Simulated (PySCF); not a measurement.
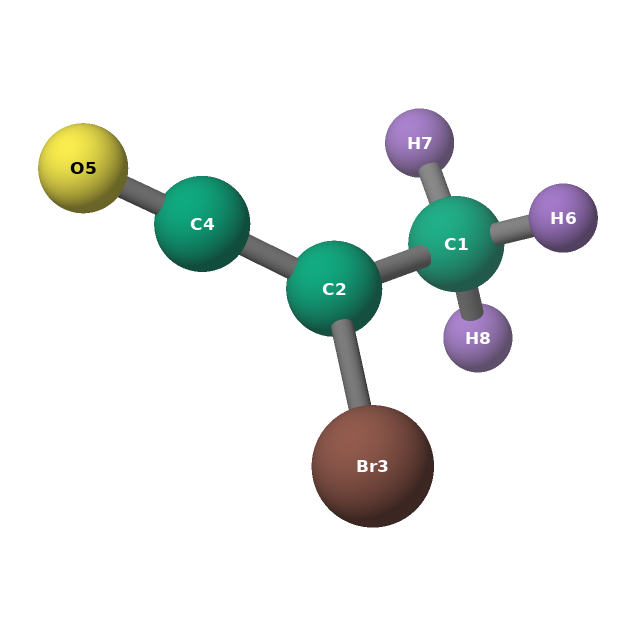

Computed geometry: GFN2-xTB optimisation. No frequency run is at hand to confirm it as a minimum. Method: B3LYP/pcJ-1 (pcSseg-1 on Br) indirect spin-spin coupling, non-relativistic, gas phase (PySCF 2.14.0). Isotopes: 13C, 1H, 17O.

Give the spin–spin coupling constants of these pairs, with the number of bonds between them: C1/H7, C2/H8, H6/H8, H7/H8.

```tsv
pair	bonds apart	J (Hz)
C1, H7	1	132.2
C2, H8	2	−10.5
H6, H8	2	−12.6
H7, H8	2	−14.6
```

The geometry is semi-empirical. Around Br such bond lengths and angles can be off by a tenth of an ångström or more and by several degrees, and values that hang on the shape move with them.
